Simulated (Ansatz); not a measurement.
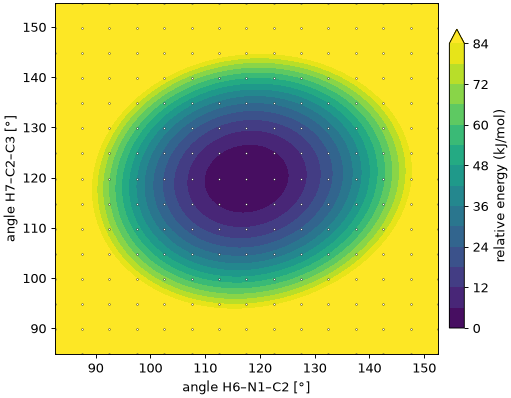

C₂H₆InN, SMILES NC=[CH][InH2]. 
- The first coordinate is: angle H6–N1–C2; the second: angle H7–C2–C3.
- Nothing is relaxed (all other coordinates rigid).
- The grid has 15 × 15 points.
- Points are written as (first, second).
- All energies are given in kJ/mol relative to the lowest grid point.
- The calculation used RHF/def2-TZVP (Ansatz 0.2.0).

In the figure: filled contours, dots at the grid points, one colour for all values above the top of the scale. Between grid points the surface is interpolated.

**Estimate the position of the minimum and the force constants in these coordinates.**

The interpolated minimum is at angle H6–N1–C2 ≈ 117.5°, angle H7–C2–C3 ≈ 119.8°. The curvatures there are about 6.8 eV/rad² and 8.7 eV/rad², with a cross term of about −0.6 eV/rad². Round the minimum the two coordinates are weakly coupled (coupling −0.08 in units of the two stiffnesses). (1 eV is 96.5 kJ/mol.)
